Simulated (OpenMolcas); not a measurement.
SeO2: a line through the functionals

SeO2: 3 atoms, total charge 0, spin state singlet. As SMILES, `O=[Se]=O`. Geometry: relaxed at PBE0-D4/def2-TZVP.

The electronic atomisation energy y, in eV, basis def2-TZVPP; a is the functional's share of exact exchange. Programs: OpenMolcas 26.06.

| functional | program | a | y (eV) |
| --- | --- | --- | --- |
| r2SCAN | OpenMolcas | 0 | 9.12 |
| TPSS | OpenMolcas | 0 | 9.16 |
| B3LYP | OpenMolcas | 0.2 | ? |
| PBE0 | OpenMolcas | 0.25 | 8.60 |
| BHLYP | OpenMolcas | 0.5 | 6.95 |

Q: Fit y = c + s·a to the known rows and predict B3LYP.

A: 
1. Means of the 4 rows: a = 0.1875, y = 8.457.
2. Σ(Δa)² = 0.17188, Σ(Δa·Δy) = -0.71812, so the slope is -0.71812/0.17188 = -4.178.
3. Intercept: 8.457 − (-4.178) × 0.1875 = 9.240. The largest residual of the fit is 0.40.
4. B3LYP: 9.240 + (-4.178) × 0.2 = 8.40 eV.

The run gave 8.64 eV, so the prediction is off by -0.24 eV, within the scatter of the fit.

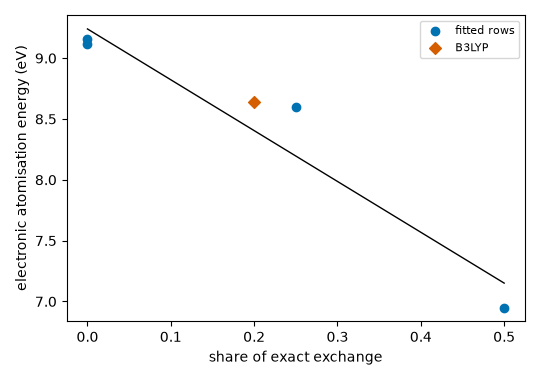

The fitted line, with the withheld row.
